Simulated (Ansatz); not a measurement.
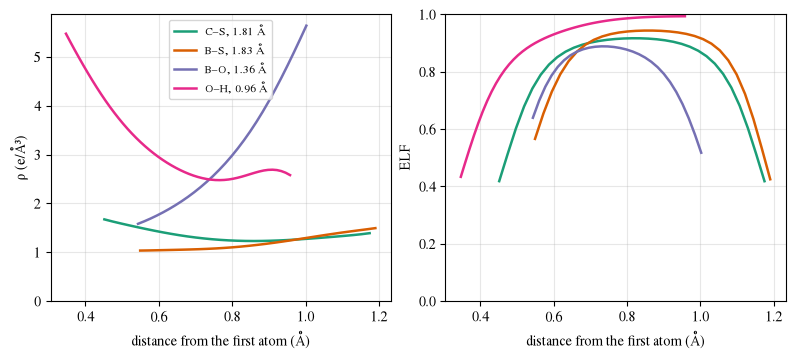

Figure. CH5BO2S. Electron density and electron localisation function along straight lines between neighbouring atoms. The curves leave out the atomic cores.

Geometry: PBE0-D4/def2-TZVP.

Theory: Ansatz 0.2.0, RKS PBE0-D4/def2-TZVPP.

The calculation's input:

```
crystal:
  periodic: [false, false, false]
  atoms:
    - {symbol: C, position_ang: [-1.018609, 0.296894, 1.210281]}
    - {symbol: S, position_ang: [0.349190, -0.819366, 0.824921]}
    - {symbol: B, position_ang: [0.827648, -0.304052, -0.865720]}
    - {symbol: O, position_ang: [1.851648, -0.942782, -1.491544]}
    - {symbol: O, position_ang: [0.220899, 0.694405, -1.559470]}
    - {symbol: H, position_ang: [-1.853280, 0.154388, 0.522321]}
    - {symbol: H, position_ang: [-1.360454, 0.049094, 2.214272]}
    - {symbol: H, position_ang: [-0.693485, 1.338317, 1.209471]}
    - {symbol: H, position_ang: [2.255072, -1.640083, -0.972243]}
    - {symbol: H, position_ang: [-0.495629, 1.121985, -1.089391]}
basis:
  gaussian: {orbitals: def2-TZVPP}
hamiltonian: {xc: pbe0, dispersion: d4}
output: {orbitals: {seedname: orbitals}}
```

Run with:

```sh
ansatz run in.yaml --threads 4 --pin off --events-out ev --progress --plain --max-ram 10444MiB
```

What kind of bonding do the profiles show?

C–S (1.81 Å): ρ at the midpoint is about 1.2 e/Å³; the ELF peaks at about 0.90 between the atoms: a covalent bond.
B–S (1.83 Å): ρ is about 1.2 e/Å³ halfway; the ELF peaks at about 0.95 between the atoms; a covalent bond.
B–O (1.36 Å): the density is about 2.1 e/Å³ at the midpoint; the ELF peaks at about 0.90 between the atoms (a short, strongly polar bond).
O–H (0.96 Å): ρ at the midpoint is about 3.9 e/Å³; the ELF climbs to about 1 towards the hydrogen, as it does in any bond to H; a covalent bond by its length.
